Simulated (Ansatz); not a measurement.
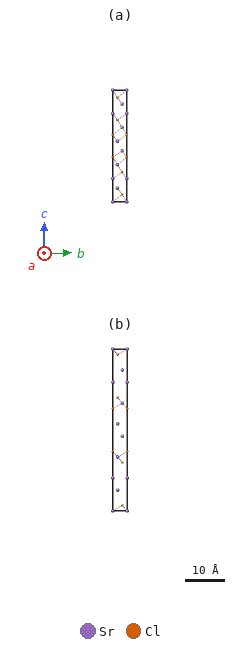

The structure of solid Sr₃Cl₂ (built on the tetradymite_166 type) (coarse preliminary run) before (top) and after (bottom) a relaxation, at one scale.

Style: ball-and-stick. Shown: the conventional cell (3 times the calculation's cell), along the a axis. Lengths and directions refer to the drawn axes.

Case: anti-tetradymite type (R-3m, No. 166).

The calculation used Ansatz, DFT PBE, scalar-relativistic, plane waves, PAW. Set-up: plane-wave cutoff 420 eV; k-point mesh 6 × 6 × 6; occupations gaussian; smearing width 0.1 eV; no spin polarisation; cell and atoms relaxed; force threshold 0.04 eV/Å; at most 70 steps.

Summarise the run.

Answer. The largest moves relative to the cell, 1.40 Å, are those of Cl atoms. By element the largest moves are Cl 1.40 Å, Sr 0.21 Å. The volume changes by +56.1 %, with a = b 4.228 → 4.389 Å (+3.8 %), c 29.397 → 42.560 Å (+44.8 %). Among the contacts that change: Cl–Sr 2.963 → 4.770 Å, Sr–Sr 3.507 → 4.101 Å, Cl–Sr 3.130 → 2.915 Å. Bonds break: Cl–Sr (2.96 → 4.77 Å). Bond angles that change, for instance: Sr–Cl–Sr 85.0° → 97.7°, Cl–Sr–Cl 95.0° → 82.3°, Cl–Sr–Cl 85.0° → 97.7°. The space group stays R-3m (No. 166). After 13 accepted moves (15 points after the start) the energy has fallen by 1.304 eV per cell of the calculation. The largest force component goes from 0.99 to 0.0078 eV/Å. The pressure goes from 3.85 to 0.01 GPa. At 2 points the geometry stayed and the basis and grid were re-selected for the new cell (energy shift of 42.8 meV per cell of the calculation at most each time).
